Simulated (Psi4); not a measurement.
**One shape, several levels: InH2O (SMILES [OH][InH])**

Wanted: a comparison of 3 runs (UHF/3-21G, UPBE0/def2-SVP, UB3LYP/def2-SVPD) of InH2O. 

The calculation is run with Psi4 1.11.

**1. Starting point**

InH2O has 4 atoms, charge 0, and is taken as a doublet. SMILES: `[OH][InH]`. The coordinates come from a PBE0-D4/def2-TZVP relaxation.

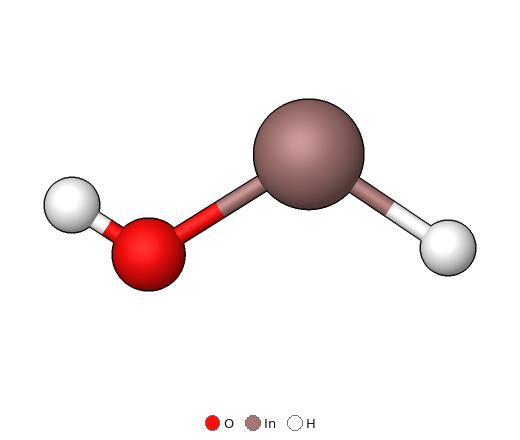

Viewed from a chosen angle; oxygen red, indium brown, hydrogen white.

**2. The energy at UHF/3-21G (run 1)**

File h2ino.dat:

```
memory 1600 mb

molecule m {
  0 2
  O     -0.298400    -1.020600     0.295000
  In     0.563900     0.746600    -0.088500
  H      0.236800    -1.629400     0.809100
  H     -0.446700     1.843000    -1.036000
  symmetry c1
  no_reorient
  no_com
}

set {
  reference     uhf
  puream        true
  e_convergence 1e-09
  d_convergence 1e-08
  scf_type      pk
  maxiter       200
}

energy_value, wavefunction = energy('scf/3-21G', return_wfn=True)
oeprop(wavefunction, 'MAYER_INDICES', 'WIBERG_LOWDIN_INDICES', 'LOWDIN_CHARGES')
print_variables()
```

On the command line:

```bash
$ psi4 h2ino.dat h2ino.out -n 1
```

h2ino.out:

```text
[...]
  Running in c1 symmetry.
[...]
  Nuclear repulsion =  134.226960405191818
[...]
  Multiplicity = 2
[...]
  Nalpha       = 30
  Nbeta        = 29
[...]
    Number of basis functions: 44
[...]
   @UHF iter   1: -5790.07241804553360   -3.88673e+00   1.27594e-02 DIIS/ADIIS
[...]
   @UHF iter  14: -5790.31825305030998   -2.72848e-12   7.62248e-09 DIIS
[...]
   @S^2 Observed:                7.608853614E-01
[...]
    Orbital Energies [Eh]
    ---------------------
    Alpha Occupied:
       1A   -991.694087     2A   -148.664869     3A   -138.095728
       4A   -138.095677     5A   -138.094730     6A    -29.549986
       7A    -25.091002     8A    -25.089148     9A    -25.086211
      10A    -20.385008    11A    -17.491466    12A    -17.490913
      13A    -17.489260    14A    -17.487700    15A    -17.487203
      16A     -4.998655    17A     -3.469974    18A     -3.466695
      19A     -3.460958    20A     -1.257050    21A     -1.100372
      22A     -1.097539    23A     -1.093554    24A     -1.091209
      25A     -1.080276    26A     -0.593416    27A     -0.500519
      28A     -0.450493    29A     -0.428542    30A     -0.289733
    Alpha Virtual:
[...]
  @UHF Final Energy: -5790.31825305030998
   => Energetics <=
    Nuclear Repulsion Energy =            134.2269604051918179
    One-Electron Energy =               -8266.2215690042994538
    Two-Electron Energy =                2341.6763555487978010
    Total Energy =                      -5790.3182530503099770
  UHF NO Occupations:
  HONO-2 :   28  A 1.9986054
  HONO-1 :   29  A 1.9962376
[...]
 Multipole Moments:
 ------------------------------------------------------------------------------------
     Multipole            Electronic (a.u.)      Nuclear  (a.u.)        Total (a.u.)
 ------------------------------------------------------------------------------------
 L = 1.  Multiply by 2.5417464519 to convert [e a0] to [Debye]
 Dipole X            :        -46.3133440           47.3074038            0.9940598
 Dipole Y            :        -53.8705534           54.1070164            0.2364629
 Dipole Z            :          4.5158421           -4.1638225            0.3520196
 Magnitude           :                                                    1.0807346
[...]
```

Wall time 1.8 s (1 thread of Intel Xeon Platinum 8375C at 2.90GHz (Ice Lake), shared host); peak memory 0.19 GiB.

**3. Energy and gradient at UPBE0/def2-SVP (core potential) (run 2)**

File h2ino.xyz:

```xyz
4
H2InO
O     -0.298400    -1.020600     0.295000
In     0.563900     0.746600    -0.088500
H      0.236800    -1.629400     0.809100
H     -0.446700     1.843000    -1.036000
```

File run.py:

```python
import numpy as np
from ase.calculators.psi4 import Psi4
from ase.io import read

mol = read('h2ino.xyz')
calc = Psi4(atoms=mol, method='pbe0', basis='def2-SVP', memory='1600MB', num_threads=1, charge=0, multiplicity=2, label='h2ino', reference='uks')
calc.psi4.set_options({'puream': True, 'e_convergence': 1e-09, 'd_convergence': 1e-08, 'scf_type': 'pk', 'dft_radial_points': 99, 'dft_spherical_points': 590, 'maxiter': 200})
mol.calc = calc

forces = mol.get_forces()
print(f'energy: {mol.get_potential_energy():.6f} eV')
print('forces / eV A^-1')
print(np.round(forces, 5))
```

On the command line:

```bash
$ python run.py
```

h2ino.dat:

```text
[...]
    !!!  WARNING: ECP capability is in beta. Please check occupations closely.  !!!
[...]
  Running in c1 symmetry.
[...]
  Nuclear repulsion =   60.887027745392601
[...]
  Multiplicity = 2
[...]
  Nalpha       = 16
  Nbeta        = 15
[...]
    Number of basis functions: 50
[...]
   @UKS iter   1:  -266.14323339873260   -9.79345e-01   1.48372e-02 ADIIS/DIIS
[...]
   @UKS iter  13:  -266.38223978457876   -2.10321e-12   7.97405e-09 DIIS
[...]
   @S^2 Observed:                7.557039947E-01
[...]
  @UKS Final Energy:  -266.38223978457876
   => Energetics <=
    Nuclear Repulsion Energy =             60.8870277453926008
    One-Electron Energy =                -561.3976296263302856
    Two-Electron Energy =                 253.9200735941484766
    DFT Exchange-Correlation Energy =     -19.7917114977895849
    Empirical Dispersion Energy =           0.0000000000000000
    VV10 Nonlocal Energy =                  0.0000000000000000
    Total Energy =                       -266.3822397845787577
[...]
 Multipole Moments:
 ------------------------------------------------------------------------------------
     Multipole            Electronic (a.u.)      Nuclear  (a.u.)        Total (a.u.)
 ------------------------------------------------------------------------------------
 L = 1.  Multiply by 2.5417464519 to convert [e a0] to [Debye]
 Dipole X            :          9.5850681           -8.8908221            0.6942460
 Dipole Y            :         16.2846491          -16.1076734            0.1769757
 Dipole Z            :         -2.7813714            3.0219898            0.2406185
 Magnitude           :                                                    0.7557745
[...]
  -Total Gradient:
     Atom            X                  Y                   Z
    ------   -----------------  -----------------  -----------------
       1        0.004799559294     0.002026652417     0.001309916829
       2       -0.003881326077    -0.003685239465    -0.000156252703
       3       -0.002270646686     0.002679591022    -0.002224461706
       4        0.001356318172    -0.001021523734     0.001072818756
[...]
```

Standard output:

```text
energy: -7248.629957 eV
forces / eV A^-1
[[-0.2468  -0.10421 -0.06736]
 [ 0.19959  0.1895   0.00803]
 [ 0.11676 -0.13779  0.11439]
 [-0.06974  0.05253 -0.05517]]
```

Wall time 14 s (1 thread of Intel Xeon Platinum 8375C at 2.90GHz (Ice Lake), shared host); peak memory 0.53 GiB.

**4. Energy and forces at UB3LYP/def2-SVPD (core potential) (run 3)**

File job.json:

```json
{
  "schema_name": "qcschema_input",
  "schema_version": 1,
  "molecule": {
    "schema_name": "qcschema_molecule",
    "schema_version": 2,
    "symbols": ["O", "In", "H", "H"],
    "geometry": [-0.56389428, -1.92865448, 0.55746921, 1.06561656, 1.41086952, -0.16724076, 0.44748715, -3.07911975, 1.52897741, -0.84414066, 3.48276525, -1.95775627],
    "molecular_charge": 0,
    "molecular_multiplicity": 2,
    "fix_symmetry": "c1"
  },
  "driver": "gradient",
  "model": {
    "method": "b3lyp",
    "basis": "def2-SVPD"
  },
  "keywords": {
    "reference": "uks",
    "puream": true,
    "e_convergence": 1e-09,
    "d_convergence": 1e-08,
    "scf_type": "pk",
    "dft_radial_points": 99,
    "dft_spherical_points": 590,
    "maxiter": 200,
    "scf_properties": ["DIPOLE", "WIBERG_LOWDIN_INDICES", "LOWDIN_CHARGES"]
  }
}
```

On the command line:

```bash
$ psi4 --qcschema job.json -n 1 --memory 1600MB
```

stdout:

```text
[...]
    !!!  WARNING: ECP capability is in beta. Please check occupations closely.  !!!
[...]
  Running in c1 symmetry.
[...]
  Nuclear repulsion =   60.887027802252767
[...]
  Multiplicity = 2
[...]
  Nalpha       = 16
  Nbeta        = 15
[...]
    Number of basis functions: 71
[...]
   @UKS iter   1:  -266.19313070661781   -7.27513e-01   1.26651e-02 DIIS/ADIIS
[...]
   @UKS iter  13:  -266.55087587011309   -2.44427e-12   3.80191e-09 DIIS
[...]
   @S^2 Observed:                7.553738557E-01
[...]
  @UKS Final Energy:  -266.55087587011309
   => Energetics <=
    Nuclear Repulsion Energy =             60.8870278022527671
    One-Electron Energy =                -561.1277301721268032
    Two-Electron Energy =                 254.8497555133749302
    DFT Exchange-Correlation Energy =     -21.1599290136140006
    Empirical Dispersion Energy =           0.0000000000000000
    VV10 Nonlocal Energy =                  0.0000000000000000
    Total Energy =                       -266.5508758701130887
[...]
 Multipole Moments:
 ------------------------------------------------------------------------------------
     Multipole            Electronic (a.u.)      Nuclear  (a.u.)        Total (a.u.)
 ------------------------------------------------------------------------------------
 L = 1.  Multiply by 2.5417464519 to convert [e a0] to [Debye]
 Dipole X            :          9.6367189           -8.8908221            0.7458968
 Dipole Y            :         16.4343939          -16.1076733            0.3267206
 Dipole Z            :         -2.8236950            3.0219898            0.1982948
 Magnitude           :                                                    0.8381105
[...]
  -Total Gradient:
     Atom            X                  Y                   Z
    ------   -----------------  -----------------  -----------------
       1        0.008073960897     0.010543594494    -0.000942956829
       2       -0.009388832510    -0.013162192434     0.001494678300
       3       -0.001308728410     0.005082237492    -0.002842385422
       4        0.002629104293    -0.002460067065     0.002291613966
[...]
```

The result, in JSON:

```text
{
 "driver": "gradient",
 "model": {
  "method": "b3lyp",
  "basis": "def2-SVPD"
 },
 "success": true,
 "return_result": [0.008073960897039878, 0.010543594493732295, -0.0009429568294373747, -0.009388832510247552, -0.013162192434269936, 0.0014946783003771114, -0.0013087284104909835, 0.005082237491520342, -0.0028423854218758426, 0.0026291042931246705, -0.0024600670651098167, 0.0022916139664288307],
 "properties": {
  "calcinfo_nbasis": 71,
  "calcinfo_nmo": 71,
  "calcinfo_nalpha": 16,
  "calcinfo_nbeta": 15,
  "calcinfo_natom": 4,
  "nuclear_repulsion_energy": 60.88702780225277,
  "return_energy": -266.5508758701131,
  "return_gradient": [0.008073960897039878, 0.010543594493732295, -0.0009429568294373747, -0.009388832510247552, -0.013162192434269936, 0.0014946783003771114, -0.0013087284104909835, 0.005082237491520342, -0.0028423854218758426, 0.0026291042931246705, -0.0024600670651098167, 0.0022916139664288307],
  "scf_one_electron_energy": -561.1277301721268,
  "scf_two_electron_energy": 254.84975551337493,
  "scf_xc_energy": -21.159929013614,
  "scf_dipole_moment": [0.7458967867745567, 0.3267205884605957, 0.19829479790685944],
  "scf_total_energy": -266.5508758701131,
  "scf_total_gradient": [0.008073960897039878, 0.010543594493732295, -0.0009429568294373747, -0.009388832510247552, -0.013162192434269936, 0.0014946783003771114, -0.0013087284104909835, 0.005082237491520342, -0.0028423854218758426, 0.0026291042931246705, -0.0024600670651098167, 0.0022916139664288307],
  "scf_iterations": 13
 }
}
```

Wall time 18 s (1 thread of Intel Xeon Platinum 8375C at 2.90GHz (Ice Lake), shared host); peak memory 0.69 GiB.

**5. The series**

```tsv
run	level	task	core potential	energy (Eh)	dipole moment (D)	HOMO energy (eV)	LUMO energy (eV)	wall time
1	UHF/3-21G	energy	none	-5790.318253	2.75	-7.88	0.40	1.8 s
2	UPBE0/def2-SVP (core potential)	gradient	def2	-266.382240	1.92	-5.76	-2.87	14 s
3	UB3LYP/def2-SVPD (core potential)	gradient	def2	-266.550876	2.13	-5.75	-3.45	18 s
```

**6. What came out**

| quantity | value |
| --- | --- |
| run 3: total energy | -266.55088 Eh |
| run 3: dipole moment | 2.13 D |
| run 3: HOMO energy (highest over α and β) | -5.75 eV |
| run 3: LUMO energy (lowest over α and β) | -3.45 eV |
| run 3: ⟨S²⟩ | 0.755 |
| run 3: largest force on an atom | 0.835 eV/Å |

The dipole moment (its size) runs from 1.92 D (UPBE0/def2-SVP) to 2.75 D (UHF/3-21G). The two ends differ in method and basis and core potential. Totals of different functionals can't be ranked against each other. Some runs of one species differ in core potentials or relativity; totals across that change don't compare. In run 1 relativity is left out where basis or elements ask for it. All runs together took 33 s, the longest 18 s.
